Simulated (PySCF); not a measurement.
Molecule: Si(H)(OH)2(SiH3), H6O2Si2, SMILES O[SiH](O)[SiH3]. Atoms near the plane z = 0.0 Å, at the PBE0/def2-SVP optimised geometry (x, y, z in Å): Si1 (0.1, -1.1, 0.0), O3 (1.8, -1.1, 0.0), Si4 (-0.7, 1.1, 0.0), H7 (2.2, -0.5, -0.7), H9 (-2.2, 1.1, 0.0).

Level of theory: PBE0/def2-TZVP run with PySCF 2.14.0. Cells within 0.4 Å of a nucleus heavier than hydrogen are left out (blank, or x). The values are rescaled to run from 0 to 1.

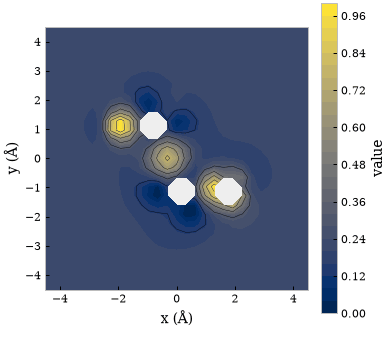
Figure. a field on the plane z = 0.0 Å.

Q: Which quantity is mapped?
A) log10 of the electron density
B) Laplacian of the electron density
C) an orbital amplitude
D) deformation density (molecule minus spherical neutral atoms)

A: D, deformation density (molecule minus spherical neutral atoms). In full: deformation density (molecule minus spherical neutral atoms) (e/bohr³).
